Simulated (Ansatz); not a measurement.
# Ge4As: the cost of one run

Program: Ansatz 0.2.0. Level of theory: DFT PBE, scalar-relativistic, plane waves, PAW. These are calculated values, not measurements.

### Step 1. The system as given

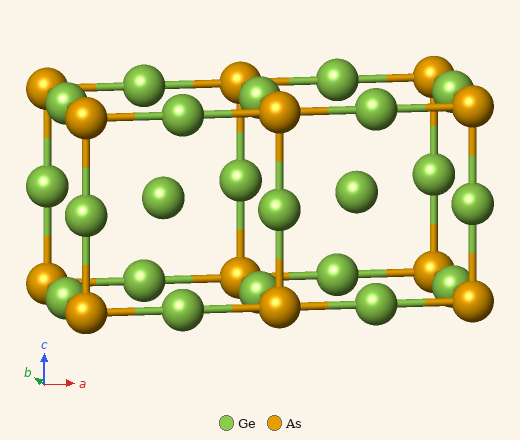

The starting structure, seen slightly off an axis (germanium green, arsenic amber). 2×1×1 cells are drawn. Atoms on the faces are drawn again on the opposite ones.

Structure file:

```
Ge As
1.0
     4.92051    0.00000    0.00000
     0.00000    4.92051    0.00000
     0.00000    0.00000    4.92051
Ge As
4 1
Direct
  0.50000 0.50000 0.50000
  0.50000 0.00000 0.00000
  0.00000 0.50000 0.00000
  0.00000 0.00000 0.50000
  0.00000 0.00000 0.00000
```

The cell is invented: random cell by space group and Wyckoff sites (Pm-3m, No. 221). Its size is a rough estimate.

### Step 2. Probe: one point on a coarse mesh

File input.yaml:

```yaml
crystal:
  lattice:
    - [4.9205126, 0.0, 0.0]
    - [0.0, 4.9205126, 0.0]
    - [0.0, 0.0, 4.9205126]
  atoms:
    - { symbol: Ge, position: [0.5, 0.5, 0.5] }
    - { symbol: Ge, position: [0.5, 0.0, 0.0] }
    - { symbol: Ge, position: [0.0, 0.5, 0.0] }
    - { symbol: Ge, position: [0.0, 0.0, 0.5] }
    - { symbol: As, position: [0.0, 0.0, 0.0] }
basis:
  ecutwfc: 420
kpoints:
  mp_grid: { grid: [4, 4, 4] }
hamiltonian:
  xc: pbe
scf:
  occupations: { method: gaussian, width: 0.1 }
  lower_state_search: "off"
output:
  forces: true
  stress: true
  eigenvalues: true
```

Run with:

```console
> ansatz run input.yaml --threads 1 --pin off --max-ram 2560MiB --backend cpu --events-out ev --progress --plain --runs-dir out
```

**Question.** How long does this run take on 1 thread of Intel Xeon Platinum 8259CL at 2.50GHz (Skylake/Cascade Lake), shared host, and how much memory does it need?

About 3.1 s, with a peak of 0.44 GiB.
